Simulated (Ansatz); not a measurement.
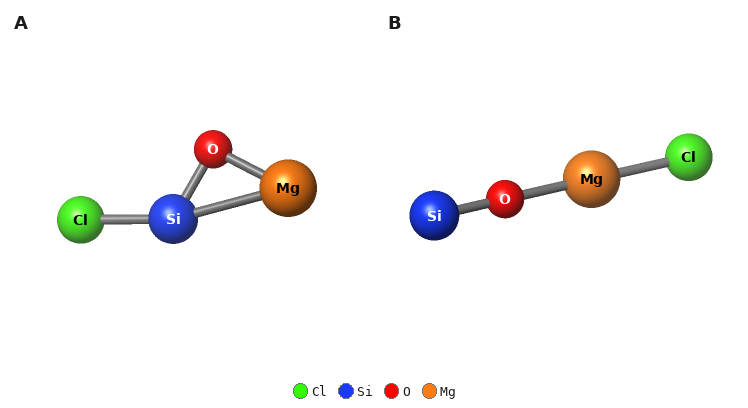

2 stationary structures of one formula. State: charge +1, singlet. Geometries: PBE-D4/def2-SVP. Electronic energies: PBE-D4/def2-SVP (Ansatz 0.2.0), without zero-point energy. No frequency run is at hand to confirm each as a minimum.

Which is lowest in energy, and by how much?

B is lowest (C∞v); A lies 42.1 kcal/mol above it (Cs).
